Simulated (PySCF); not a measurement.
Ionisation energy of In⁺ ([Kr] 4d¹⁰ 5s² → [Kr] 4d¹⁰ 5s). PySCF, x2c-TZVPPall, spin-free X2C-1e, unrestricted single determinants, no spin-orbit coupling. Methods marked “subvalence” freeze 28 core electrons.

By method:

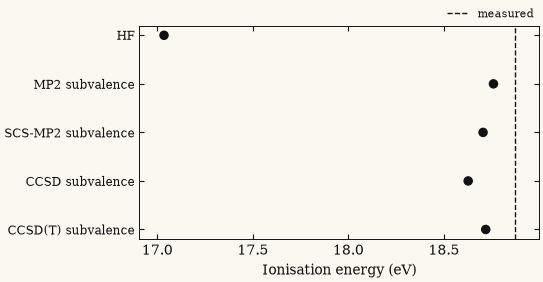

```tsv
Method	Ionisation energy (eV)
HF	17.03
MP2 subvalence	18.76
SCS-MP2 subvalence	18.70
CCSD subvalence	18.63
CCSD(T) subvalence	18.72
```

The values run from 17.03 eV (HF) to 18.76 eV (MP2 subvalence). The measured value is 18.87 eV; nearest to it come MP2 subvalence (−0.11) and CCSD(T) subvalence (−0.15), furthest HF (−1.84 eV).
